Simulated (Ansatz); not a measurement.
# LaYO2F2 (built on the sites of a database entry of LaOF): following an unstable mode

Which phase does LaYO2F2 (built on the sites of a database entry of LaOF) fall into along its unstable mode, and how much energy does it gain?

Calculated with Ansatz 0.2.0; DFT PBE+D3(BJ), scalar-relativistic, plane waves, PAW.

The structure was built from a prototype and need not be the compound's stable phase.

## 1. The structure

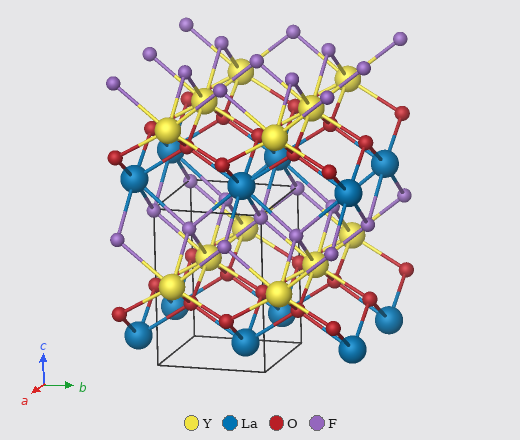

Start, viewed slightly off an axis; yttrium yellow, lanthanum blue, oxygen red, fluorine purple. 2×2×2 cells are drawn. Some periodic images of atoms are drawn too.

## 2. The dispersion

The cell comes from relaxations at this level that are not shown. Stability and thermal properties need the whole zone. Linear response on a 2×2×2 q mesh gives force constants as far as a supercell of that size would, and the tensors from the zone-centre run are typed in so that the long-range dipole term is interpolated apart.

File input.yaml:

```yaml
crystal:
  lattice:
    - [3.9491705737, 0.0, 0.0]
    - [0.0, 3.9491705737, 0.0]
    - [0.0, 0.0, 5.6693653701]
  atoms:
    - { symbol: "Y", position: [0.0, 0.5, 0.7105914178] }
    - { symbol: La, position: [0.5, 0.0, 0.2849359094] }
    - { symbol: O, position: [0.0, 0.0, 0.5133053335] }
    - { symbol: O, position: [0.5, 0.5, 0.5133053335] }
    - { symbol: F, position: [0.0, 0.0, -0.0110689972] }
    - { symbol: F, position: [0.5, 0.5, -0.0110689972] }
kpoints:
  mp_grid: { grid: [6, 6, 4] }
hamiltonian:
  xc: pbe
  dispersion: d3bj
scf:
  occupations: { method: fixed }
output:
  eigenvalues: true
phonons:
  method: dfpt
  qmesh: [2, 2, 2]
  temperatures: { t_max: 1000, t_step: 50 }
  qpath:
    path:
      - [[0.0, 0.0, 0.0], [0.0, 0.5, 0.0], [0.5, 0.5, 0.0], [0.0, 0.0, 0.0], [0.0, 0.0, 0.5], [0.0, 0.5, 0.5], [0.5, 0.5, 0.5], [0.0, 0.0, 0.5]]
      - [[0.0, 0.5, 0.0], [0.0, 0.5, 0.5]]
      - [[0.5, 0.5, 0.0], [0.5, 0.5, 0.5]]
    npoints: 10
  non_analytic_term:
    high_frequency_dielectric_tensor: [[3.6609, 0.0, 0.0], [0.0, 3.6609, 0.0], [0.0, 0.0, 3.2037]]
    born_effective_charges:
      - { species: "Y", tensor: [[3.9775, 0.0, 0.0], [0.0, 3.9775, 0.0], [0.0, 0.0, 3.3499]] }
      - { species: La, tensor: [[4.0833, 0.0, 0.0], [0.0, 4.0833, 0.0], [0.0, 0.0, 3.5638]] }
      - { species: O, tensor: [[-2.8279, 0.0, 0.0], [0.0, -2.6863, 0.0], [0.0, 0.0, -1.7237]] }
      - { species: O, tensor: [[-2.6863, 0.0, 0.0], [0.0, -2.8279, 0.0], [0.0, 0.0, -1.7237]] }
      - { species: F, tensor: [[-1.3125, 0.0, 0.0], [0.0, -1.2342, 0.0], [0.0, 0.0, -1.7331]] }
      - { species: F, tensor: [[-1.2342, 0.0, 0.0], [0.0, -1.3125, 0.0], [0.0, 0.0, -1.7331]] }
    source: "zone-centre run at this cell"
```

The run is started by

```
ansatz run input.yaml --threads 8 --pin off --max-ram 14336MiB --backend cpu --events-out ev --progress --plain --runs-dir out
```

Numbers of over 12 decimals in the logs are rounded to 6 here.

What it wrote:

```text
Warning: phonons: the dynamical matrix that this run interpolates holds no multipole term above the dipole-dipole one, and a site of this crystal is no centre of inversion, so its interpolated transverse optical and acoustic branches and sound speeds can stay off near Gamma, and the density of states and the thermodynamics with them. What a run solves at a wave vector of phonons.qpoints, Gamma apart, where the deck admits one, is free of this, and under fd what a larger phonons.supercell samples
Engine: ansatz 0.2.0, aarch64-unknown-linux-gnu
Pseudopotentials: kind: paw
Pseudopotential: Y, paw, valence charge 11, recommended cutoff 420 eV (normal), Y.paw.azcp
Pseudopotential: La, paw, valence charge 11, recommended cutoff 420 eV (normal), La.paw.azcp
Pseudopotential: O, paw, valence charge 6, recommended cutoff 420 eV (normal), O.paw.azcp
Pseudopotential: F, paw, valence charge 7, recommended cutoff 420 eV (normal), F.paw.azcp
Functional definition: PBE
  parameter kappa = 0.804
  parameter beta = 0.066725
  exchange = pbe_x(kappa = kappa, mu = beta*pi^2/3)
  correlation = pbe_c(beta = beta)
Crystal: 6 atoms, lattice volume = 88.419 Å³
Basis set: ecut = 420 eV, 1739 PW (Γ), exchange–correlation on 60×60×80 points (8 copies of the dense FFT grid, shifted against one another)
Bands: 30, of which v1, the nominal top of the filled ones, is band 24 counted from 1 (23 counted from 0)
Symmetry: 8 space group operations
k-points: 30 of 144 (time reversal used)
Non-local potential: Y, projectors of the file, l = 0: 3, l = 1: 2, l = 2: 2, l = 3: 1
Non-local potential: La, projectors of the file, l = 0: 3, l = 1: 2, l = 2: 2, l = 3: 3
Non-local potential: O, projectors of the file, l = 0: 2, l = 1: 2, l = 2: 1
Non-local potential: F, projectors of the file, l = 0: 2, l = 1: 2, l = 2: 1
PAW form: soft (Blöchl's): semilocal exchange-correlation on the pseudo side does not see the compensation charge
PAW one-centre angular grid: Y, 590 points (default); XC on 64 Gauss nodes
PAW one-centre angular grid: La, 590 points (default); XC on 64 Gauss nodes
PAW one-centre angular grid: O, 110 points (default); XC on 64 Gauss nodes
PAW one-centre angular grid: F, 110 points (default); XC on 64 Gauss nodes
Initial density: superposition of atomic densities (neutral atoms: chi_scale 0, normalization atom), corrected by the library's trained network
Initial wavefunctions: pseudopotential atomic-orbital guess
Functional: x = pbe(κ = 0.804, μ = 0.219515), c = pbe(β = 0.066725)
SCF iter   1: F=—  HF=-12864.026579 eV  |F-HF|=—  |Δ(HF+E_count)|=         —  Δρ=1.61e-3  dr2=1.05e-3  ethr=1.77e-3  ⟨swp⟩=3.9  Hψ=3014  notcnv=0  defer=56
preconditioner: auto → Resta (q_TF=auto, 2.464 Å⁻¹)  ε∞=4.2  [insulator: Δε(μ)=4.448 eV  Ē_g=14.732 eV  n_scr=20 (ndim 8)  ℏωp=26.2 eV  f_vac=0.071  ε∞_Penn≈4.2]
SCF iter   2: F=—  HF=-12864.027821 eV  |F-HF|=—  |Δ(HF+E_count)|=   1.24e-3  Δρ=8.81e-4  dr2=3.02e-4  ethr=2.19e-6  ⟨swp⟩=3.0  Hψ=2197  notcnv=0  defer=120
SCF iter   3: F=—  HF=-12864.028347 eV  |F-HF|=—  |Δ(HF+E_count)|=   5.26e-4  Δρ=4.28e-4  dr2=1.27e-4  ethr=6.30e-7  ⟨swp⟩=2.0  Hψ=1519  notcnv=0  defer=120
SCF iter   4: F=—  HF=-12864.028348 eV  |F-HF|=—  |Δ(HF+E_count)|=   9.65e-7  Δρ=7.39e-5  dr2=4.84e-6  ethr=2.65e-7  ⟨swp⟩=2.0  Hψ=1397  notcnv=0  defer=65
SCF iter   5: F=—  HF=-12864.028352 eV  |F-HF|=—  |Δ(HF+E_count)|=   3.70e-6  Δρ=3.66e-5  dr2=9.05e-7  ethr=1.01e-8  ⟨swp⟩=2.1  Hψ=1458  notcnv=0  defer=43
SCF iter   6: F=—  HF=-12864.028349 eV  |F-HF|=—  |Δ(HF+E_count)|=   2.50e-6  Δρ=1.29e-5  dr2=1.41e-7  ethr=1.88e-9  ⟨swp⟩=2.0  Hψ=1497  notcnv=0  defer=43
SCF iter   7: F=—  HF=-12864.028349 eV  |F-HF|=—  |Δ(HF+E_count)|=   8.78e-8  Δρ=5.42e-6  dr2=2.84e-8  ethr=2.94e-10  ⟨swp⟩=2.0  Hψ=1499  notcnv=0  defer=43
SCF iter   8: F=—  HF=-12864.028349 eV  |F-HF|=—  |Δ(HF+E_count)|=   4.75e-8  Δρ=1.18e-6  dr2=2.05e-9  ethr=5.93e-11  ⟨swp⟩=2.2  Hψ=1396  notcnv=0  defer=43
SCF iter   9: F=—  HF=-12864.028349 eV  |F-HF|=—  |Δ(HF+E_count)|=   6.52e-9  Δρ=2.48e-7  dr2=6.86e-11  ethr=4.26e-12  ⟨swp⟩=2.0  Hψ=1448  notcnv=0  defer=43
SCF iter  10: F=-12864.028349 eV  HF=-12864.028349 eV  |F-HF|=7.28e-12  |Δ(HF+E_count)|=  3.04e-10  Δρ=4.14e-8  dr2=1.71e-12  ethr=1.00e-12  ⟨swp⟩=12.5  Hψ=5596  notcnv=0
SCF 1 converged in 10 iterations: F = -12864.028349 eV  dr2 = 1.71e-12
  greatest PAW one-centre occupation: 0.993 electrons in one spin orbital (limit 2), on the Y atom at site 0 (counted from 0), in its partial waves of l = 0
NSCF: frozen V_eff on 30 k-points
NSCF: frozen V_eff on 48 k-points
DFPT response loops at q = (0, 0, 0) (fractional): preconditioner auto → none (the input reference at scf.mixing.eps_inf says where Resta's filter doesn't serve); β = 0.50; Broyden in place of MSR1
NSCF: frozen V_eff on 96 k-points
DFPT response loops at q = (0, 0, -0.5) (fractional): preconditioner auto → Resta (q_TF=auto, 2.464 Å⁻¹)  ε∞=3.7 (no band partly filled); β = 1.00, the filter's whole step (`scf.mixing.beta` (0.50) is not read by the response loops at its default; to damp them type it under 1.00, their step now; it binds the ground state too); Broyden in place of MSR1
NSCF: frozen V_eff on 96 k-points
DFPT response loops at q = (0, -0.5, 0) (fractional): mixed as the last ones told, above
NSCF: frozen V_eff on 96 k-points
DFPT response loops at q = (0, -0.5, -0.5) (fractional): mixed as the last ones told, above
NSCF: frozen V_eff on 96 k-points
DFPT response loops at q = (-0.5, -0.5, 0) (fractional): preconditioner auto → none (the input reference at scf.mixing.eps_inf says where Resta's filter doesn't serve); β = 0.50; Broyden in place of MSR1
NSCF: frozen V_eff on 96 k-points
DFPT response loops at q = (-0.5, -0.5, -0.5) (fractional): mixed as the last ones told, above
SCF converged after 10 iterations
Free energy (F): -12864.028349 eV
Harris-Foulkes:  -12864.028349 eV  (|F-HF|=7.28e-12)
Internal energy: -12864.028349 eV  (E = F + TS)
E sigma→0 (E₀):  -12864.028349 eV
Fermi energy:    8.173165 eV
--- Per-component energies (eV) ---
  E_band       = -154.513098
  E_kinetic    = 1265.895203
  E_local      = -2652.376289  (includes V_loc(G=0)·N_el)
  E_nonlocal   = 388.489479
  E_hartree    = 955.055981
  E_xc         = -624.440514
  E_vxc        = -745.431684  (∫ρ·V_xc dr)
  E_paw        = -8959.648792  (= ΣΔE_a)
  E_vpaw       = -321.210758  (= ΣTr[D̂ρ^β])
  E_aug_tail   = 0.009005  (compensation charges beyond the density's cutoff)
  E_ewald      = -3235.836695
  E_disp       = -1.175727  (pairwise vdW)
  E_smearing   = -0.000000  (= −TS)
  E_closure    = 0.000000  (closes the sum)
  Σ components = -12864.028349   (vs F -12864.028349, Δ=0.00e0)
--- Band table (eV; the first three rows and the last of 30) ---
  k-point 0: bands = [... 20 lower, 6.7329, 7.0718, 7.8798, 7.8798, 12.7986, 13.5582, 13.7526, 13.7942, ... 2 higher]
  k-point 1: bands = [... 20 lower, 6.3544, 6.7037, 7.9427, 7.9427, 13.0442, 13.5090, 13.7883, 13.7883, ... 2 higher]
  k-point 2: bands = [... 20 lower, 6.3257, 6.3257, 8.0021, 8.0021, 13.2789, 13.4725, 13.7827, 13.7827, ... 2 higher]
  k-point 29: bands = [... 20 lower, 7.6476, 7.7187, 7.7187, 7.7897, 12.9802, 13.2482, 13.6733, 13.6733, ... 2 higher]
--- Phonons (Γ-DFPT): 10 representative perturbations + reference (Σ response iterations 33) ---
  ASR residual: 1.017e-4 → 0.000e0 eV/Å²; symmetrization residual: 5.561e-6 eV/Å²
  pairwise dispersion correction: d3bj (s6 = 1.0, s8 = 0.7875, a1 = 0.4289, a2_bohr = 4.4407), with the weights of each atom's references fixed at the reference crystal's, and the forces and stress that the weights' published response gives there kept as a pressure on the atom's counted neighbours (hamiltonian.dispersion)
  ASR residual per site (eV/Å²): 4.44e-6 2.86e-6 1.02e-4 1.02e-4 6.48e-5 6.48e-5
  Γ frequencies (cm⁻¹): 0.00 0.00 0.00 111.57 111.57 143.37 143.37 152.68 234.29 252.80 281.73 281.73 308.91 308.91 381.49 473.17 473.17 510.21
--- Phonons (arbitrary-q DFPT): 6 irreducible q on the 2×2×2 mesh ---
  q = [0.0000, 0.0000, 0.0000] (star 1, of the zone-centre solve; hermiticity 6.21e-7, symmetrization 2.29e-13): -0.00 -0.00 0.00 111.57 111.57 143.37 143.37 152.68 234.29 252.80 281.73 281.73 308.91 308.91 381.49 473.17 473.17 510.21
  q = [0.0000, 0.0000, -0.5000] (star 1, 10 solved perturbations in 444 linear systems a pass and spin channel, the states on 48 of 144 k-point pairs; hermiticity 4.06e-7, symmetrization 1.31e-13): 39.79 39.79 107.62 107.62 137.58 137.58 143.24 203.53 240.24 270.27 270.27 318.56 318.56 349.17 399.35 473.56 473.56 561.87
  q = [0.0000, -0.5000, 0.0000] (star 2, 18 solved perturbations on 48 of 144 k-point pairs; hermiticity 4.35e-7, symmetrization 4.36e-14): 102.49 104.13 117.44 125.44 186.81 190.29 204.08 207.83 212.81 234.56 246.41 263.72 391.86 401.22 409.62 409.73 509.01 525.95
  q = [0.0000, -0.5000, -0.5000] (star 2, 18 solved perturbations on 48 of 144 k-point pairs; hermiticity 5.03e-7, symmetrization 1.10e-13): 95.56 101.50 113.03 118.61 179.15 183.53 206.67 228.49 243.48 261.83 269.55 282.66 392.70 394.40 398.41 411.19 498.44 509.69
  q = [-0.5000, -0.5000, 0.0000] (star 1, 10 solved perturbations in 444 linear systems a pass and spin channel, the states on 48 of 144 k-point pairs; hermiticity 4.86e-7, symmetrization 1.39e-13): -95.76 121.26 121.26 132.61 146.54 165.92 211.34 211.34 253.84 253.84 254.08 281.27 291.96 310.71 373.35 373.35 562.74 573.37
  q = [-0.5000, -0.5000, -0.5000] (star 1, 10 solved perturbations in 444 linear systems a pass and spin channel, the states on 48 of 144 k-point pairs; hermiticity 5.23e-7, symmetrization 1.75e-13): -87.30 136.17 156.52 164.03 164.03 165.79 216.93 216.93 251.65 253.84 253.84 287.63 289.56 319.32 356.13 356.13 560.08 569.55
  sum rule: each row above includes the acoustic sum rule's correction from the zone centre's row sums; it moved no ω² by more than (1.31 cm⁻¹)²
  mesh force constants: q→R imaginary residual 0.00e0; ASR residual 1.017e-4 → 0.000e0 eV/Å²; symmetrization residual 1.243e-14 eV/Å²
  interpolated dispersion: 94 rows × 18 modes
  density of states and harmonic sums: on the 16×16×12 q-mesh, interpolated from the force constants of a 2×2×2 supercell (with the dipole–dipole term of supplied tensors)
  largest difference from the sums on the solved wave vectors: F 9.61e-2 eV, S 1.39e-4 and C_V 4.24e-5 eV/K
  zero-point energy: 0.295083 eV/cell   skipped modes (ω ≤ 0): 54, of them read as no rigid motion or as one in doubt: 51 (1.276e-1 modes/cell left out, lowest -95.76 cm⁻¹)   left out of the sums: 7.14e-3 of the cell's modes: C_V's classical limit lies that fraction below 3 k_B per atom; for a crystal, a wire or a layer, F and S can be off by more, and a phonons.interpolated_qmesh denser along its periods is the remedy for the sampling
```

Run time: 2.2 min. Hardware: 8 threads of Arm Neoverse V2, shared host; peak memory 0.86 GiB; 16 min of CPU time.

Reading the cycles: dr2 is the Hartree energy of the density residual (eV), the measure of convergence; HF is the Harris–Foulkes estimate of the energy, which meets the free energy F at convergence.

Numbers from this step:

- gap on the k-mesh: 4.465 eV
- volume per atom: 14.74 Å³
- sum-rule residual before enforcement: 1.02e-4 eV/Å²
- lowest frequency on the path: -95.76 cm⁻¹
- point group: 4mm
- highest frequency on the path or at a solved wavevector: 573.4 cm⁻¹
- highest optical mode at the zone centre (no LO-TO term): 510.2 cm⁻¹
- lowest optical zone-centre mode: 111.6 cm⁻¹
- lowest mode on the q mesh (acoustic modes at Γ apart): -95.76 cm⁻¹

Frequencies (cm⁻¹) solved at each irreducible wavevector; negative means imaginary. Frequencies by wavevector, by row:

```
q in reciprocal lattice units  star  mode 1  mode 2  mode 3  mode 4  mode 16  mode 17  mode 18
                        0 0 0     1       0       0       0   111.6    473.2    473.2    510.2
                     0 0 -0.5     1    39.8    39.8   107.6   107.6    473.6    473.6    561.9
                     0 -0.5 0     2   102.5   104.1   117.4   125.4    409.7      509      526
                  0 -0.5 -0.5     2    95.6   101.5     113   118.6    411.2    498.4    509.7
                  -0.5 -0.5 0     1   -95.8   121.3   121.3   132.6    373.4    562.7    573.4
               -0.5 -0.5 -0.5     1   -87.3   136.2   156.5     164    356.1    560.1    569.5
```

Interpolated from a 2×2×2 q mesh, rough between the solved points, with the LO-TO term (at Γ the limit along the path; where Γ stands inside the path, tables give the limit on arrival). Phonon branches along the path, in cm⁻¹:

```csv
point,branch 1,branch 2,branch 3,branch 4,branch 15,branch 16,branch 17,branch 18
Γ,0,0,0,112,471,473,510,552
X,102,104,117,125,410,410,509,526
M,-96,121,121,133,373,373,563,573
Γ,0,0,0,112,471,473,510,552
Z,40,40,108,108,399,474,474,562
R,96,102,113,119,398,411,498,510
A,-87,136,156,164,356,356,560,570
Z,40,40,108,108,399,474,474,562
jump to X,102,104,117,125,410,410,509,526
R,96,102,113,119,398,411,498,510
jump to M,-96,121,121,133,373,373,563,573
A,-87,136,156,164,356,356,560,570
```

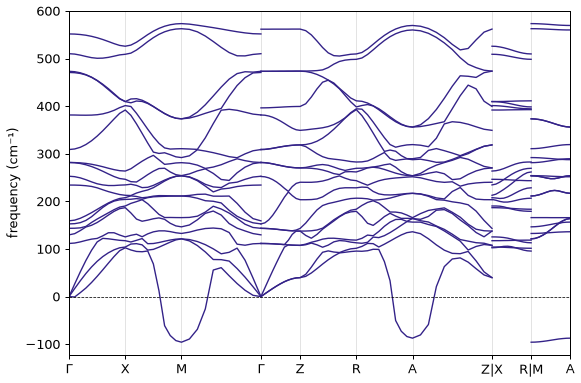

Phonon branches along the path.

Symmetry leaves 6 wavevectors to solve. The lowest mode among them, the acoustic zeros apart, lies at q = (-0.5, -0.5, 0) and is imaginary, 95.8i cm⁻¹, so the energy falls along it.

## 3. The mode frozen in, largest atomic shift 0 Å

The mode followed lies at q = (-0.5, -0.5, -0.5) with frequency 87.3i cm⁻¹, one of the unstable modes though not the softest. At small amplitude the distorted cell has space group no. 108 by a symmetry search on the positions. The undistorted cell that holds it gives the zero of energy on the same k mesh.

System of this step: LaYO2F2 (built on the sites of a database entry of LaOF). Symmetry: P4mm, No. 99, tetragonal system. Conventional cell: a = 3.949 Å, b = 3.949 Å, c = 5.669 Å, α = 90.00°, β = 90.00°, γ = 90.00°. Nearest to Y lie 4 O at 2.27 Å and 4 F at 2.53 Å. Nearest to La lie 4 O at 2.36 Å and 4 F at 2.59 Å. Nearest to O lie 2 Y at 2.27 Å and 2 La at 2.36 Å. F has 2 Y at 2.53 Å and 2 La at 2.59 Å nearest. Farther neighbours and most contacts between anions are not listed.

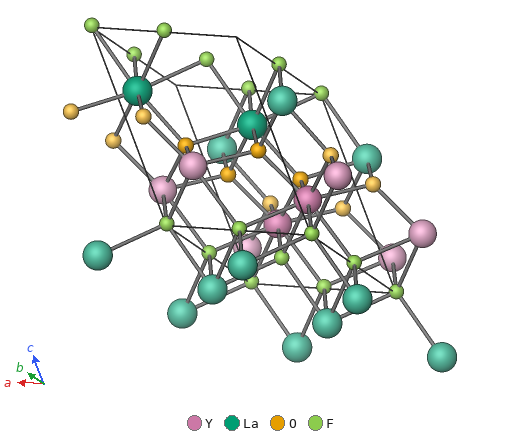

The cell of this step (yttrium pink, lanthanum teal, oxygen orange, fluorine green). Some periodic images of atoms are drawn too.

File input.yaml:

```yaml
crystal:
  lattice:
    - [-3.9491705737, -3.9491705737, 0.0]
    - [-3.9491705737, 3.9491705737, 0.0]
    - [-3.9491705737, 0.0, -5.6693653701]
  atoms:
    - { symbol: "Y", position: [0.1052957089, 0.6052957089, 0.2894085822] }
    - { symbol: "Y", position: [0.6052957089, 0.1052957089, 0.2894085822] }
    - { symbol: La, position: [0.3924679547, 0.3924679547, 0.7150640906] }
    - { symbol: La, position: [0.8924679547, 0.8924679547, 0.7150640906] }
    - { symbol: O, position: [0.7566526667, 0.7566526667, 0.4866946665] }
    - { symbol: O, position: [0.2566526667, 0.2566526667, 0.4866946665] }
    - { symbol: O, position: [0.2566526667, 0.7566526667, 0.4866946665] }
    - { symbol: O, position: [0.7566526667, 0.2566526667, 0.4866946665] }
    - { symbol: F, position: [0.4944655014, 0.4944655014, 0.0110689972] }
    - { symbol: F, position: [0.9944655014, 0.9944655014, 0.0110689972] }
    - { symbol: F, position: [0.4944655014, 0.9944655014, 0.0110689972] }
    - { symbol: F, position: [0.9944655014, 0.4944655014, 0.0110689972] }
kpoints:
  mp_grid: { grid: [4, 4, 4] }
hamiltonian:
  xc: pbe
  dispersion: d3bj
scf:
  occupations: { method: gaussian, width: 0.02 }
output:
  forces: true
  stress: true
  eigenvalues: true
```

What it wrote:

```text
[...]
Crystal: 12 atoms, lattice volume = 176.838 Å³
Basis set: ecut = 420 eV, 3459 PW (Γ), exchange–correlation on 80×80×96 points (8 copies of the dense FFT grid, shifted against one another)
Bands: 60, of which v1, the nominal top of the filled ones, is band 48 counted from 1 (47 counted from 0)
Symmetry: 16 space group operations
[...]
k-point 0: bands = [... 44 lower, 7.7187, 7.7896, 7.8797, 7.8797, 12.7984, 12.9800, 13.2481, 13.5581, ... 3 higher]
  k-point 1: bands = [... 44 lower, 7.7119, 7.7958, 7.9426, 7.9426, 12.7930, 13.0440, 13.3537, 13.5090, ... 3 higher]
  k-point 2: bands = [... 44 lower, 7.7052, 7.8021, 8.0020, 8.0020, 12.6377, 13.2788, 13.4724, 13.5133, ... 3 higher]
  k-point 12: bands = [... 44 lower, 7.3444, 7.3444, 7.8356, 7.8356, 13.1223, 13.1223, 13.6925, 13.6925, ... 3 higher]
[key lines of the parts left out:]
SCF converged after 7 iterations
Free energy (F): -25728.056372 eV
Fermi energy:    10.419314 eV
P = ⅓ Tr σ = -0.0001 GPa (-0.001 kbar)
```

Elapsed: 1.4 s, on 8 threads; peak memory 0.74 GiB.

This step gave:

| Quantity | Value |
| --- | --- |
| pressure | -5.47e-5 GPa |
| gap on the k-mesh | 4.437 eV |
| energy from the undistorted cell | 0 meV/atom |

At this level the gap is 4.44 eV on the k-mesh of the self-consistent run, which can miss the band edges.

[end of part 1 of 2]

[Logs are printed without paths, hosts, clocks, repeated set-up lines and the standing remarks that a program may print on its own settings, such as how far it seeks lower states.]

[Hosts, paths, dates, database ids (printed as entryN), source tags and the programs' standing remarks are cut or masked in the printed files.]
